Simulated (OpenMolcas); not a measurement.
# Run report: Be, multiconfigurational calculation

Be. Computed at this level: state-averaged SS-CASPT2, IPEA shift 0.3, real shift 0.15 hartree, closed shells 1s correlated, active space 2 electrons in the shells 2s 2p 3s 3p, basis ANO-RCC-VDZ, DKH2 scalar Hamiltonian, spin-orbit coupling by RASSI with atomic mean-field integrals (OpenMolcas).

The input:
```
&GATEWAY
Coord
1

Be 0.0 0.0 0.0
Basis=ANO-RCC-VDZ
Group=XYZ
NoMove
AngMom=0.0 0.0 0.0
AMFI
&SEWARD
&RASSCF
FileOrb=start.orb
Symmetry=1
Spin=3
nActEl=2 0 0
Inactive=1 0
Ras2=1 3
CIRoot=3 3 1
SDav=3
CIMx=300
Iter=120 100
PrWF=0.3
OrbListing=Nothing
MaxOrb=0
Atom
>>> COPY $Project.JobIph JOBPRE
&RASSCF
FileOrb=start.orb
Symmetry=1
Spin=1
nActEl=2 0 0
Inactive=1 0
Ras2=2 6
CIRoot=1 1 1
SDav=24
CIMx=300
Iter=120 100
PrWF=0.3
OrbListing=Nothing
MaxOrb=0
Atom
>>> COPY $Project.JobIph JOB001
&RASSCF
FileOrb=start.orb
Symmetry=2
Spin=3
nActEl=2 0 0
Inactive=1 0
Ras2=2 6
CIRoot=3 3 1
SDav=12
CIMx=300
Iter=120 100
PrWF=0.3
OrbListing=Nothing
MaxOrb=0
Atom
>>> COPY $Project.JobIph JOB002
&RASSI
NrOfJobIphs=2 1 3
1
1 2 3
IphNames
JOB001
JOB002
EJob
SpinOrbit
DIPRint=1.0
SOCoupling=1000.0
Subsets=2
MEES
Property=10
'ANGMOM' 1 'ANGMOM' 2 'ANGMOM' 3 'MLTPL  1' 1 'MLTPL  1' 2 'MLTPL  1' 3
'AMFI' 1 'AMFI' 2 'AMFI' 3 'MLTPL  2' 6
SOProperty=3
'ANGMOM' 1 'ANGMOM' 2 'ANGMOM' 3
>>> COPY JOB001 $Project.JobIph
&CASPT2
Multistate=1 1
Frozen=0 0
IPEA=0.3
Shift=0.15
MaxIter=60
WThr=0.0 0.3 0.05
PrWF=0.5
NoMix
>>> COPY JOB002 $Project.JobIph
&CASPT2
Multistate=3 1 2 3
Frozen=0 0
IPEA=0.3
Shift=0.15
MaxIter=60
WThr=0.0 0.3 0.05
PrWF=0.5
NoMix
```

The file start.orb holds starting orbitals from an earlier step. A driver script formed the levels outside the program, from RASSI's spin-orbit matrix and the CASPT2 energies (for multi-state variants, the effective Hamiltonian), averaged over the components of each term or state. The log and the time are those of the CASPT2 step.

Run as:
```bash
OMP_NUM_THREADS=1 MOLCAS_MEM=2252 MOLCAS_PROJECT=a pymolcas a.inp > a.log  # once for each step of the input, in one work folder
```

Log (extracts):
```
--- CASPT2 ---
Orbital specifications:
      -----------------------

      Symmetry species                           1   2
                                                ag  au
      Frozen orbitals                            0   0
      Inactive orbitals                          1   0
      Active orbitals                            2   6
      Secondary orbitals                         0   0
      Deleted orbitals                           0   0
      Number of basis functions                  3   6
Type of calculation                        SS-CASPT2
      Fock operator                              state-specific
      IPEA shift                                 0.30
      Real shift                                 0.15
      Imaginary shift                            0.00
      The input orbitals will be transformed to quasi-canonical
Reference energy:         -14.6199825551
      E2 (Non-variational):      -0.0012983455
      Shift correction:          -0.0000215112
      E2 (Variational):          -0.0013198567
      Total energy:             -14.6213024118
      Residual norm:              0.0000000042
      Reference weight:           0.99986
      Contributions to the CASPT2 correlation energy
      Active & Virtual Only:          0.0000000000
      One Inactive Excited:          -0.0002892907
      Two Inactive Excited:          -0.0010090549
::    CASPT2 Root  1     Total energy:    -14.62130241
--- CASPT2 ---
Orbital specifications:
      -----------------------

      Symmetry species                           1   2
                                                ag  au
      Frozen orbitals                            0   0
      Inactive orbitals                          1   0
      Active orbitals                            2   6
      Secondary orbitals                         0   0
      Deleted orbitals                           0   0
      Number of basis functions                  3   6
Type of calculation                        MS-CASPT2
      Fock operator                              state-specific
      IPEA shift                                 0.30
      Real shift                                 0.15
      Imaginary shift                            0.00
      The input orbitals will be transformed to quasi-canonical
Reference energy:         -14.5135757678
      E2 (Non-variational):      -0.0014742272
      Shift correction:          -0.0000246951
      E2 (Variational):          -0.0014989223
      Total energy:             -14.5150746901
      Residual norm:              0.0000000126
      Reference weight:           0.99984
      Contributions to the CASPT2 correlation energy
      Active & Virtual Only:          0.0000000000
      One Inactive Excited:          -0.0003308507
      Two Inactive Excited:          -0.0011433765
Reference energy:         -14.5135757678
      E2 (Non-variational):      -0.0014742272
      Shift correction:          -0.0000246951
      E2 (Variational):          -0.0014989223
      Total energy:             -14.5150746901
      Residual norm:              0.0000000126
      Reference weight:           0.99984
      Contributions to the CASPT2 correlation energy
      Active & Virtual Only:          0.0000000000
      One Inactive Excited:          -0.0003308507
      Two Inactive Excited:          -0.0011433765
::    CASPT2 Root  1     Total energy:    -14.51507469
::    CASPT2 Root  2     Total energy:    -14.51507469
::    CASPT2 Root  3     Total energy:    -14.51507469
::    MS-CASPT2 Root  1     Total energy:    -14.51507469
::    MS-CASPT2 Root  2     Total energy:    -14.51507469
::    MS-CASPT2 Root  3     Total energy:    -14.51507469
```

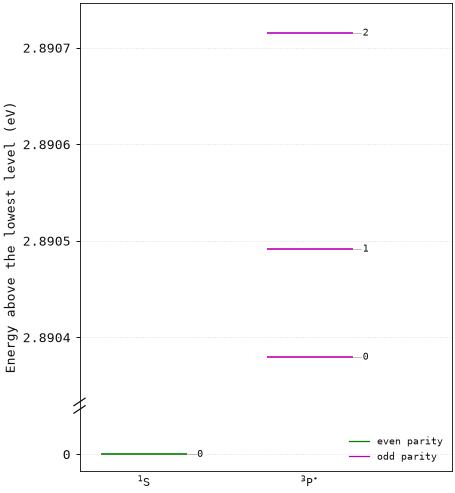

Fig. 1: Level diagram of Be I (neutral beryllium). The lowest level is 2s² ¹S₀. The first excited level, 2s 2p ³P°₀, lies at 2.89 eV. It is also the lowest level of opposite parity. The leading LS term holds 100 % of a level on average.

```tsv
Configuration	Level	E (eV)
2s²	¹S₀	0
2s 2p	³P°₀	2.890
2s 2p	³P°₁	2.890
2s 2p	³P°₂	2.891
```

Summary:

| quantity | value |
| --- | --- |
| outcome | converged |
| lowest level | 2s² ¹S₀ |
| first excited level | 2s 2p ³P°₀, 23,312 cm⁻¹ (measured: 21,978) |
| energy of the lowest spin-free term | −14.62130 hartree |
| energy of the lowest spin-orbit level | −14.62130 hartree |
| CASPT2 correlation energy | −0.0013 hartree |
| largest spread among components of a term | 0.0 cm⁻¹ |
| lowest reference weight | 1.000 |
| hardware | 1 thread of Arm Neoverse V2, 24 GiB of memory available, shared host |
| wall time | 0.58 s |

Remarks:

The run is of multi-state type; this report uses its single-state energies. Caveats: extra active shells serve correlation only, their own levels not computed; only configurations of the active space are included; spin-free states above about 54,000 cm⁻¹ are left out of the spin-orbit step.
